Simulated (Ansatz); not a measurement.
Cost and result by functional for the surface energy of the (321) surface of fcc Ag in its 1x1 cell, outermost plane spacing 0.55 Å in the ideal cut, in Ansatz (plane waves, PAW). Single points on the PBE structure, on one kind of machine; costs are rough ratios of the slab run's core time (references not counted) to the cheapest single point. r2SCAN's cost holds its higher cutoff (500 against 420 eV). Differences are taken against r2SCAN for comparison alone: no measured value is at hand, so the table doesn't rank accuracy.

Slab: 19 atoms, 10.0 Å thick at the start (thin: gaps and levels are the slab's own); k 8x6x1, smearing 0.1 eV, dipole-corrected; all atoms relaxed; symmetry of the start imposed; no spin, no spin-orbit, no U. These notes are the PBE run's.

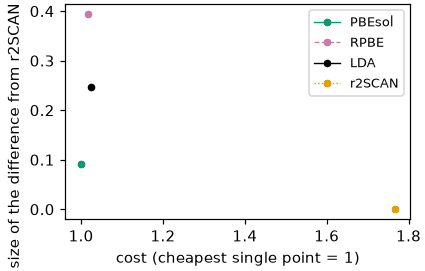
Fig. 1. Difference from r2SCAN against cost

```
functional                     relative cost  surface energy (J/m²)  less r2SCAN (J/m²)
-----------------------------  -------------  ---------------------  ------------------
PBEsol                                     1                   1.17                0.09
RPBE                                       1                   0.68               -0.39
LDA                                        1                   1.32                0.25
r2SCAN                                     2                   1.08                0.00
PBE (the relaxed run's value)              –                   0.89               -0.18
```

The values span 0.64 J/m², while the single points' costs differ by a factor of roughly 2. Differences are of unrounded values.

Ansatz is a first-principles code.
